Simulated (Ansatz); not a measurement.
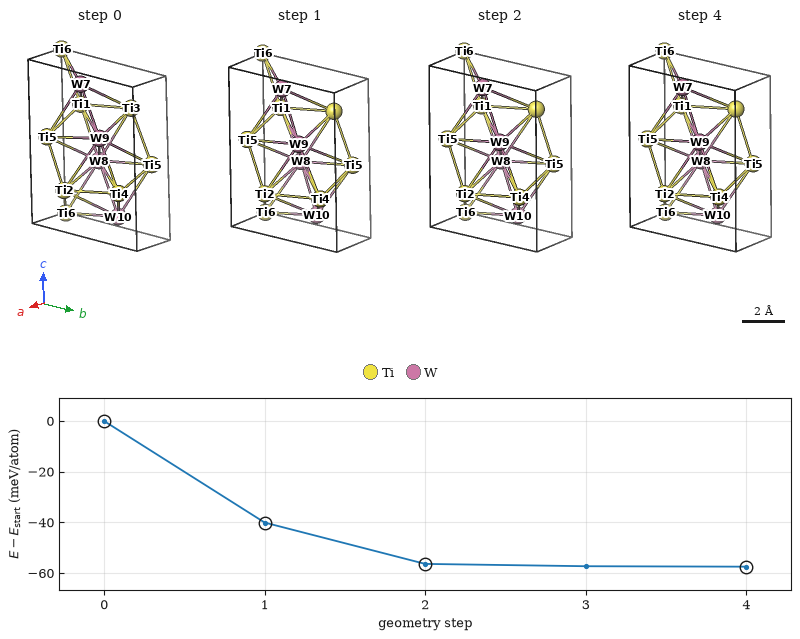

Frames of a relaxation of solid Ti3W2 (a generated structure, set up in P1) (coarse preliminary run), marked on the history of the run. A ball-and-stick model of the cell of the calculation, seen slightly off an axis.

All numbers below come from Ansatz, DFT PBE, scalar-relativistic, plane waves, PAW. Settings: plane-wave cutoff 420 eV; k-point mesh 6 × 6 × 4; occupations gaussian; smearing width 0.2 eV; no spin polarisation; cell and atoms relaxed; force threshold 0.025 eV/Å; at most 60 steps.

> What happens along the run?

The run was cut off at its time limit before the program reported convergence, but its last step already meets the force threshold: the largest component is 0.021 eV/Å against 0.025 eV/Å. The pressure is within 0.02 GPa of its target. Over 4 geometry steps the energy falls by 57.4 meV per atom. Largest force component: 1.1 eV/Å at the start, 0.021 eV/Å at the end. Pressure: 2.25 GPa at the start and −0.02 GPa at the end. Ti3 moves most relative to the cell: 0.12 Å roughly along [2 3 1]. Largest moves by element: Ti 0.12 Å, W 0.07 Å. The volume changes by +1.0 %, with a 4.425 → 4.547 Å (+2.8 %), b 5.248 → 5.269 Å (+0.4 %), c 8.049 → 7.870 Å (−2.2 %), α 107.2° → 104.4°, β 86.0° → 90.0°, γ 114.6° → 115.6°. Among the contacts that change: Ti3–W9 2.580 → 2.802 Å, Ti1–Ti3 2.607 → 2.819 Å, Ti1–Ti5 2.969 → 2.768 Å, Ti4–Ti6 2.957 → 2.765 Å. The space group (tolerance 0.01 Å) goes from P1 (No. 1) to R-3m (No. 166). From step 0 to 1: Ti4 moves most (0.15 Å), volume −0.9 %, energy −40.0 meV per atom. From step 1 to 2: Ti4 moves most (0.07 Å), volume +2.7 %, energy −16.3 meV per atom. From step 2 to 4: volume −0.8 %, energy −1.1 meV per atom.

```json
{"step": "0", "E − E(0), meV/atom": "0.00", "largest force component, eV/Å": "1.1464", "pressure, GPa": "2.25", "volume, Å³/atom": "16.196"}
{"step": "1", "E − E(0), meV/atom": "-40.03", "largest force component, eV/Å": "0.7300", "pressure, GPa": "3.94", "volume, Å³/atom": "16.056"}
{"step": "2", "E − E(0), meV/atom": "-56.33", "largest force component, eV/Å": "0.0556", "pressure, GPa": "-1.37", "volume, Å³/atom": "16.485"}
{"step": "3", "E − E(0), meV/atom": "-57.24", "largest force component, eV/Å": "0.0474", "pressure, GPa": "0.09", "volume, Å³/atom": "16.341"}
{"step": "4", "E − E(0), meV/atom": "-57.42", "largest force component, eV/Å": "0.0212", "pressure, GPa": "-0.02", "volume, Å³/atom": "16.351"}
```
